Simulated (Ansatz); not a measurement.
**Molecular dynamics of BHBrO (charge +1) (part 2 of 2)**

The same run, continued: BHBrO, charge +1; RKS PBE0-D4/def2-SVP (Ansatz 0.2.0). The run did not end well.

Geometry of the input (Å):
```
O  -0.0731  0.7984  -0.0651
B  0.0385  -0.4078  0.0367
Br 0.2011  -2.1437  0.1842
H  -0.1665  1.7531  -0.1558
```

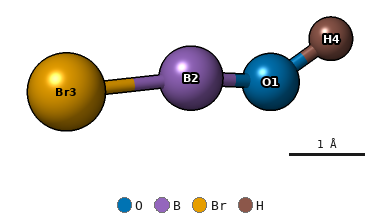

The geometry at step 41 of the log (ball-and-stick view, seen at a tilt; atoms are numbered from 1 in the order of the input).

Trajectory as extended XYZ, continued:
```
4
Properties=species:S:1:pos:R:3:forces:R:3 step=10 time_fs=5.0 energy=-72757.48647 temperature=278.5
O    -0.0615    0.8137   -0.0498    0.0386   0.2127  -0.1093
B     0.0771   -0.4121   -0.0041   -0.1459   0.9170   0.0623
Br    0.1931   -2.1430    0.1890    0.1072  -1.0320   0.0397
H    -0.0367    1.7638   -0.2301    0.0001  -0.0978   0.0072
4
Properties=species:S:1:pos:R:3:forces:R:3 step=12 time_fs=6.0 energy=-72757.48388 temperature=249.5
O    -0.0592    0.8172   -0.0476    0.0806   0.0542  -0.1328
B     0.0842   -0.4127   -0.0109   -0.1825   1.2004   0.0716
Br    0.1927   -2.1429    0.1899    0.1074  -1.0293   0.0323
H    -0.0078    1.7659   -0.2436   -0.0055  -0.2252   0.0289
4
Properties=species:S:1:pos:R:3:forces:R:3 step=14 time_fs=7.0 energy=-72757.48285 temperature=269.0
O    -0.0571    0.8217   -0.0462    0.1192   0.0167  -0.1691
B     0.0907   -0.4109   -0.0175   -0.2006   1.2798   0.0966
Br    0.1924   -2.1429    0.1911    0.1018  -0.9396   0.0154
H     0.0229    1.7681   -0.2574   -0.0204  -0.3569   0.0571
4
Properties=species:S:1:pos:R:3:forces:R:3 step=15 time_fs=7.5 energy=-72757.48342 temperature=260.9
O    -0.0564    0.8241   -0.0457    0.1335   0.0155  -0.1846
B     0.0936   -0.4090   -0.0211   -0.2025   1.2275   0.1176
Br    0.1923   -2.1430    0.1916    0.0972  -0.8569   0.0018
H     0.0375    1.7685   -0.2639   -0.0281  -0.3861   0.0652
4
Properties=species:S:1:pos:R:3:forces:R:3 step=17 time_fs=8.5 energy=-72757.48496 temperature=234.7
O    -0.0558    0.8291   -0.0436    0.1541   0.0235  -0.2111
B     0.0980   -0.4046   -0.0282   -0.1982   1.0426   0.1685
Br    0.1918   -2.1434    0.1923    0.0867  -0.6650  -0.0306
H     0.0657    1.7680   -0.2747   -0.0426  -0.4010   0.0732
4
Properties=species:S:1:pos:R:3:forces:R:3 step=19 time_fs=9.5 energy=-72757.48553 temperature=256.4
O    -0.0556    0.8336   -0.0406    0.1717   0.1487  -0.2494
B     0.1026   -0.3994   -0.0356   -0.1856   0.7365   0.2294
Br    0.1916   -2.1436    0.1928    0.0774  -0.4562  -0.0681
H     0.0943    1.7660   -0.2854   -0.0634  -0.4290   0.0882
4
Properties=species:S:1:pos:R:3:forces:R:3 step=21 time_fs=10.5 energy=-72757.48314 temperature=268.6
O    -0.0551    0.8375   -0.0370    0.2061   0.3993  -0.3128
B     0.1067   -0.3942   -0.0428   -0.1673   0.4006   0.2943
Br    0.1918   -2.1438    0.1937    0.0682  -0.2527  -0.1083
H     0.1262    1.7653   -0.2907   -0.1071  -0.5473   0.1269
4
Properties=species:S:1:pos:R:3:forces:R:3 step=22 time_fs=11.0 energy=-72757.48174 temperature=226.5
O    -0.0547    0.8400   -0.0354    0.2204   0.4146  -0.3277
B     0.1089   -0.3918   -0.0461   -0.1659   0.2967   0.3240
Br    0.1918   -2.1439    0.1943    0.0646  -0.1589  -0.1274
H     0.1406    1.7644   -0.2923   -0.1191  -0.5523   0.1311
4
Properties=species:S:1:pos:R:3:forces:R:3 step=24 time_fs=12.0 energy=-72757.47948 temperature=202.0
O    -0.0541    0.8450   -0.0329    0.2234   0.3199  -0.3243
B     0.1133   -0.3869   -0.0525   -0.1683   0.0992   0.3814
Br    0.1918   -2.1439    0.1953    0.0592   0.0248  -0.1646
H     0.1645    1.7605   -0.2959   -0.1143  -0.4439   0.1075
4
Properties=species:S:1:pos:R:3:forces:R:3 step=26 time_fs=13.0 energy=-72757.47695 temperature=228.5
O    -0.0539    0.8495   -0.0308    0.1512   0.0977  -0.2494
B     0.1181   -0.3808   -0.0579   -0.1621  -0.2550   0.4411
Br    0.1921   -2.1441    0.1960    0.0550   0.2386  -0.2049
H     0.1884    1.7496   -0.2991   -0.0441  -0.0812   0.0133
4
Properties=species:S:1:pos:R:3:forces:R:3 step=27 time_fs=13.5 energy=-72757.47384 temperature=206.0
O    -0.0537    0.8516   -0.0302    0.0949  -0.0352  -0.1963
B     0.1206   -0.3776   -0.0601   -0.1573  -0.4563   0.4691
Br    0.1923   -2.1443    0.1962    0.0531   0.3483  -0.2247
H     0.2015    1.7428   -0.3006    0.0094   0.1432  -0.0481
4
Properties=species:S:1:pos:R:3:forces:R:3 step=29 time_fs=14.5 energy=-72757.46218 temperature=228.7
O    -0.0527    0.8557   -0.0288   -0.0522  -0.2904  -0.0764
B     0.1245   -0.3711   -0.0643   -0.1405  -0.8974   0.5253
Br    0.1927   -2.1447    0.1969    0.0479   0.5677  -0.2651
H     0.2289    1.7282   -0.3017    0.1448   0.6202  -0.1837
4
Properties=species:S:1:pos:R:3:forces:R:3 step=31 time_fs=15.5 energy=-72757.44774 temperature=192.9
O    -0.0504    0.8595   -0.0282   -0.1672  -0.3422  -0.0034
B     0.1289   -0.3648   -0.0677   -0.1237  -1.3370   0.5730
Br    0.1928   -2.1452    0.1976    0.0450   0.7686  -0.3014
H     0.2571    1.7164   -0.3048    0.2460   0.9106  -0.2682
4
Properties=species:S:1:pos:R:3:forces:R:3 step=33 time_fs=16.5 energy=-72757.43936 temperature=193.7
O    -0.0472    0.8630   -0.0276   -0.1556  -0.0602  -0.0395
B     0.1326   -0.3596   -0.0702   -0.1093  -1.6857   0.6081
Br    0.1926   -2.1454    0.1983    0.0428   0.9225  -0.3290
H     0.2862    1.7090   -0.3149    0.2221   0.8234  -0.2396
4
Properties=species:S:1:pos:R:3:forces:R:3 step=34 time_fs=17.0 energy=-72757.43957 temperature=217.1
O    -0.0455    0.8649   -0.0273   -0.0458   0.2671  -0.1398
B     0.1344   -0.3578   -0.0711   -0.1080  -1.7729   0.6197
Br    0.1925   -2.1455    0.1986    0.0425   0.9741  -0.3385
H     0.3029    1.7096   -0.3207    0.1113   0.5316  -0.1414
4
Properties=species:S:1:pos:R:3:forces:R:3 step=36 time_fs=18.0 energy=-72757.43562 temperature=201.1
O    -0.0419    0.8688   -0.0266    0.2936   1.0079  -0.4192
B     0.1370   -0.3554   -0.0730   -0.1123  -1.7957   0.6367
Br    0.1919   -2.1456    0.1990    0.0408   1.0422  -0.3522
H     0.3360    1.7168   -0.3330   -0.2220  -0.2544   0.1347
4
Properties=species:S:1:pos:R:3:forces:R:3 step=38 time_fs=19.0 energy=-72757.41639 temperature=183.6
O    -0.0381    0.8732   -0.0265    0.6783   1.6501  -0.7126
B     0.1377   -0.3541   -0.0737   -0.1182  -1.6823   0.6436
Br    0.1911   -2.1454    0.1998    0.0359   1.0740  -0.3581
H     0.3679    1.7274   -0.3466   -0.5960  -1.0418   0.4271
4
Properties=species:S:1:pos:R:3:forces:R:3 step=39 time_fs=19.5 energy=-72757.40805 temperature=162.9
O    -0.0361    0.8756   -0.0268    0.8174   1.7179  -0.8048
B     0.1381   -0.3545   -0.0730   -0.1321  -1.5004   0.6395
Br    0.1909   -2.1452    0.2003    0.0339   1.0610  -0.3540
H     0.3815    1.7304   -0.3524   -0.7191  -1.2786   0.5192
4
Properties=species:S:1:pos:R:3:forces:R:3 step=41 time_fs=20.5 energy=-72757.40573 temperature=187.5
O    -0.0322    0.8810   -0.0281    0.9634   1.3385  -0.8655
B     0.1394   -0.3574   -0.0700   -0.1836  -0.9028   0.6195
Br    0.1903   -2.1445    0.2013    0.0316   0.9813  -0.3342
H     0.4051    1.7286   -0.3616   -0.8114  -1.4169   0.5801
4
Properties=species:S:1:pos:R:3:forces:R:3 step=43 time_fs=21.5 energy=-72757.42018 temperature=264.5
O    -0.0272    0.8870   -0.0300    0.9139   0.4766  -0.7704
B     0.1415   -0.3613   -0.0658   -0.2463  -0.1991   0.5865
Br    0.1898   -2.1434    0.2020    0.0306   0.8680  -0.3056
H     0.4248    1.7148   -0.3708   -0.6981  -1.1456   0.4894
4
Properties=species:S:1:pos:R:3:forces:R:3 step=45 time_fs=22.5 energy=-72757.43728 temperature=300.4
O    -0.0209    0.8928   -0.0325    0.6088  -0.7118  -0.4853
B     0.1442   -0.3645   -0.0608   -0.2997   0.3924   0.5498
Br    0.1897   -2.1422    0.2030    0.0290   0.7674  -0.2780
H     0.4418    1.6909   -0.3749   -0.3380  -0.4480   0.2136
4
Properties=species:S:1:pos:R:3:forces:R:3 step=46 time_fs=23.0 energy=-72757.43838 temperature=322.7
O    -0.0175    0.8957   -0.0338    0.3731  -1.3766  -0.2868
B     0.1458   -0.3656   -0.0583   -0.3234   0.6387   0.5326
Br    0.1895   -2.1415    0.2037    0.0285   0.7256  -0.2661
H     0.4499    1.6772   -0.3749   -0.0782   0.0123   0.0204
4
Properties=species:S:1:pos:R:3:forces:R:3 step=48 time_fs=24.0 energy=-72757.41714 temperature=336.2
O    -0.0101    0.9012   -0.0369   -0.2132  -2.7747   0.1746
B     0.1491   -0.3679   -0.0534   -0.3655   1.1020   0.4956
Br    0.1891   -2.1401    0.2054    0.0271   0.6443  -0.2433
H     0.4668    1.6497   -0.3737    0.5516   1.0284  -0.4269
4
Properties=species:S:1:pos:R:3:forces:R:3 step=50 time_fs=25.0 energy=-72757.38795 temperature=284.7
O    -0.0027    0.9054   -0.0397   -0.6383  -3.6911   0.4881
B     0.1514   -0.3702   -0.0482   -0.3866   1.5001   0.4491
Br    0.1886   -2.1383    0.2073    0.0245   0.5386  -0.2177
H     0.4870    1.6300   -0.3737    1.0003   1.6524  -0.7195
4
Properties=species:S:1:pos:R:3:forces:R:3 step=51 time_fs=25.5 energy=-72757.38616 temperature=293.1
O     0.0008    0.9065   -0.0411   -0.6752  -3.7529   0.5113
B     0.1518   -0.3707   -0.0450   -0.3818   1.5975   0.4228
Br    0.1884   -2.1373    0.2083    0.0221   0.4916  -0.2052
H     0.4996    1.6245   -0.3747    1.0348   1.6638  -0.7288
4
Properties=species:S:1:pos:R:3:forces:R:3 step=53 time_fs=26.5 energy=-72757.41313 temperature=313.3
O     0.0071    0.9072   -0.0438   -0.2356  -2.9932   0.2153
B     0.1517   -0.3706   -0.0379   -0.3521   1.6323   0.3679
Br    0.1880   -2.1354    0.2105    0.0170   0.4171  -0.1823
H     0.5328    1.6241   -0.3815    0.5707   0.9438  -0.4009
4
Properties=species:S:1:pos:R:3:forces:R:3 step=55 time_fs=27.5 energy=-72757.42971 temperature=358.3
O     0.0126    0.9064   -0.0450    0.6020  -1.6197  -0.3242
B     0.1502   -0.3697   -0.0317   -0.3011   1.5291   0.3248
Br    0.1880   -2.1334    0.2127    0.0104   0.3513  -0.1637
H     0.5715    1.6339   -0.3938   -0.3112  -0.2607   0.1631
4
Properties=species:S:1:pos:R:3:forces:R:3 step=57 time_fs=28.5 energy=-72757.40820 temperature=310.9
O     0.0176    0.9048   -0.0466    1.2522  -0.4918  -0.7237
B     0.1473   -0.3681   -0.0263   -0.2388   1.3442   0.2919
Br    0.1880   -2.1308    0.2153    0.0015   0.2910  -0.1486
H     0.6076    1.6438   -0.4007   -1.0149  -1.1433   0.5803
4
Properties=species:S:1:pos:R:3:forces:R:3 step=58 time_fs=29.0 energy=-72757.40006 temperature=349.0
O     0.0205    0.9039   -0.0478    1.3949  -0.1601  -0.8062
B     0.1453   -0.3670   -0.0236   -0.2071   1.2229   0.2783
Br    0.1881   -2.1293    0.2166   -0.0040   0.2671  -0.1415
H     0.6211    1.6441   -0.4018   -1.1839  -1.3298   0.6693
4
Properties=species:S:1:pos:R:3:forces:R:3 step=60 time_fs=30.0 energy=-72757.41016 temperature=340.3
O     0.0272    0.9025   -0.0494    1.3584   0.1211  -0.7889
B     0.1415   -0.3637   -0.0182   -0.1501   0.9004   0.2664
Br    0.1884   -2.1260    0.2194   -0.0159   0.2506  -0.1321
H     0.6385    1.6341   -0.4002   -1.1924  -1.2721   0.6546
4
Properties=species:S:1:pos:R:3:forces:R:3 step=62 time_fs=31.0 energy=-72757.44495 temperature=429.8
O     0.0352    0.9005   -0.0502    0.9140   0.0373  -0.5585
B     0.1371   -0.3591   -0.0136   -0.0966   0.3915   0.2817
Br    0.1887   -2.1226    0.2220   -0.0300   0.2738  -0.1305
H     0.6458    1.6110   -0.3920   -0.7874  -0.7026   0.4073
4
Properties=species:S:1:pos:R:3:forces:R:3 step=63 time_fs=31.5 energy=-72757.45877 temperature=477.9
O     0.0395    0.8990   -0.0507    0.5242  -0.1317  -0.3590
B     0.1345   -0.3564   -0.0112   -0.0708   0.0491   0.2969
Br    0.1889   -2.1210    0.2231   -0.0385   0.3028  -0.1314
H     0.6465    1.5952   -0.3866   -0.4149  -0.2202   0.1935
4
Properties=species:S:1:pos:R:3:forces:R:3 step=65 time_fs=32.5 energy=-72757.44814 temperature=494.1
O     0.0485    0.8958   -0.0515   -0.4660  -0.5917   0.1353
B     0.1287   -0.3502   -0.0065   -0.0263  -0.7568   0.3413
Br    0.1889   -2.1178    0.2253   -0.0569   0.3845  -0.1364
H     0.6467    1.5613   -0.3761    0.5493   0.9640  -0.3402
4
Properties=species:S:1:pos:R:3:forces:R:3 step=67 time_fs=33.5 energy=-72757.40764 temperature=427.8
O     0.0567    0.8918   -0.0522   -1.2106  -0.6923   0.4673
B     0.1226   -0.3449   -0.0018    0.0134  -1.5363   0.3825
Br    0.1886   -2.1143    0.2278   -0.0753   0.4220  -0.1363
H     0.6531    1.5377   -0.3648    1.2726   1.8066  -0.7135
4
Properties=species:S:1:pos:R:3:forces:R:3 step=69 time_fs=34.5 energy=-72757.40589 temperature=423.8
O     0.0648    0.8875   -0.0528   -1.0330   0.2076   0.3078
B     0.1161   -0.3409    0.0034    0.0591  -2.1937   0.4070
Br    0.1888   -2.1108    0.2304   -0.0943   0.4069  -0.1282
H     0.6732    1.5320   -0.3603    1.0682   1.5793  -0.5866
4
Properties=species:S:1:pos:R:3:forces:R:3 step=70 time_fs=35.0 energy=-72757.41633 temperature=451.3
O     0.0687    0.8856   -0.0529   -0.6359   0.9328   0.0814
B     0.1130   -0.3395    0.0059    0.0820  -2.4433   0.4129
Br    0.1889   -2.1092    0.2317   -0.1036   0.3845  -0.1223
H     0.6888    1.5343   -0.3608    0.6575   1.1260  -0.3720
4
Properties=species:S:1:pos:R:3:forces:R:3 step=72 time_fs=36.0 energy=-72757.42193 temperature=486.8
O     0.0761    0.8828   -0.0522    0.3239   2.3116  -0.4149
B     0.1060   -0.3387    0.0110    0.1281  -2.6547   0.4032
Br    0.1892   -2.1060    0.2343   -0.1220   0.2861  -0.1044
H     0.7249    1.5445   -0.3626   -0.3301   0.0570   0.1161
```

What the run reported:

| quantity | value |
| --- | --- |
| outcome | stopped at the time limit |
| mean temperature over the second half | 340 K |
| trajectory | 72 steps, 36 fs |
| ensemble | nvt_langevin |
| temperature in the input | 500 K |
| time step | 0.5 fs |
| hardware | 2 threads of Intel Xeon @ 2.50GHz, 180 GiB of memory available, shared host |
| wall time | 3.3 min (CPU time 4.6 min) |
| peak memory | 0.13 GiB |

The run was cut off by its time limit, so the output is incomplete.
